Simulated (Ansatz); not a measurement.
Bands of a (4,0) AlN nanotube, along its axis.

Method: PBE (plane waves to 420 eV, PAW; Ansatz, a first-principles code). Mesh 1×1×6. No spin polarisation. Periodic along z alone, with about 11 Å of vacuum beside it. A hypothetical model, rolled from the flat sheet. Only distortions within the start's symmetry and period were free.

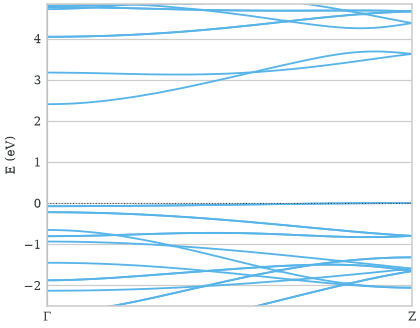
Figure: Bands from the zone centre to the zone edge (period 5.21 Å); the dotted line marks the highest filled level

Task: Is it a metal or a semiconductor at this level? Give what the bands show.

Result: A semiconductor in PBE.
* **PBE gap**: 2.40 eV, indirect, from the zone edge to Γ
